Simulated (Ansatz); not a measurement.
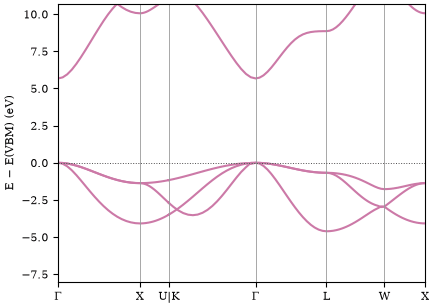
*Band structure from r²SCAN (plane waves, PAW; program Ansatz)*

Problem. Read off the gap and where the band edges lie.

Solution. About 5.7 eV (5.68 eV by a search for the band edges); maximum at Γ, minimum at Γ.

The material is MgO (rock salt, space group No. 225).

Space group Fm-3m (rock salt). The r²SCAN relaxation kept the symmetry of its start.

Potentials: the earlier of the program's two PAW sets.
